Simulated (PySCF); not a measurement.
Al(H)2(OtBu), C4H11AlO, SMILES CC(C)(C)[O][AlH2] at its GFN2-xTB optimised geometry (Å):

```
17

Al     0.9511    -1.6537     0.0000
H      0.1842    -2.9825     0.0016
H      2.4854    -1.6537     0.0000
O      0.1328    -0.2371     0.0000
C     -0.5696     0.9791     0.0008
C     -1.9091     0.7715     0.7122
C      0.2661     2.0277     0.7391
C     -0.8012     1.4112    -1.4493
H     -2.4770     1.6977     0.7327
H     -1.7349     0.4372     1.7326
H     -2.4854     0.0090     0.1936
H      0.4492     1.6992     1.7598
H     -0.2525     2.9825     0.7598
H      1.2242     2.1510     0.2398
H     -1.3739     0.6488    -1.9731
H      0.1548     1.5322    -1.9540
H     -1.3443     2.3517    -1.4848
```

Level of theory: PySCF 2.14.0 with B3LYP/def2-SVP. Cells within 0.4 Å of a nucleus heavier than hydrogen are left out (blank, or x).

Map of the electrostatic potential (hartree/e), clipped to [-0.08, 0.12] on the plane z = 0.0 Å:

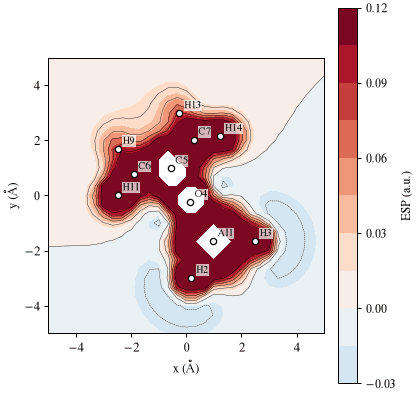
*Electrostatic potential (hartree/e), clipped to [-0.08, 0.12] on the plane z = 0.0 Å.*
